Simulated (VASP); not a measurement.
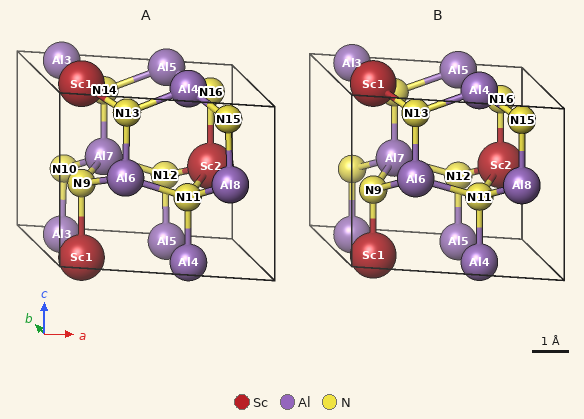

Two geometries of a crystal of ScAl3N4 (a generated structure, set up in P6_3mc), drawn at one scale. One is the start of a relaxation, the other its converged end. Style: ball-and-stick. Shown: the cell of the calculation, slightly off an axis.

Level of theory: VASP 6.6.1, Kohn-Sham DFT of a periodic cell, PBEsol, VASP PAW PBE potentials, recommended. Settings: plane-wave cutoff 520 eV; k-point mesh 4 × 4 × 5; occupations gaussian; smearing width 0.03 eV; no spin polarisation.

Q: Which of the two is the end point?

A: Structure A is the relaxed one. The run lets cell and atoms move. After 15 geometry steps the energy has fallen by 1.860 eV per cell of the calculation. The largest force component goes from 3.9 to 0.0034 eV/Å. Pressure: 10.99 GPa at the start and 0.00 GPa at the end. The largest moves relative to the cell, 0.16 Å, are those of N9 and N16. N16 goes along +c. By element the largest moves are N 0.16 Å, Sc 0.07 Å, Al 0.05 Å. The volume changes by +3.8 %, with a = b 6.374 → 6.453 Å (+1.2 %), c 4.957 → 5.019 Å (+1.2 %). Among the contacts that change: Sc1–N9 1.894 → 2.147 Å, Sc1–N13 1.931 → 2.049 Å, Al3–N13 1.931 → 1.889 Å, Al3–N16 1.931 → 1.956 Å. Among the angles between lasting bonds that change: Sc2–N16–Al3 107.6° → 102.6°, N13–Al4–N15 111.2° → 106.9°, Al3–N16–Al4 111.2° → 115.4°. The space group stays P6_3mc (No. 186).
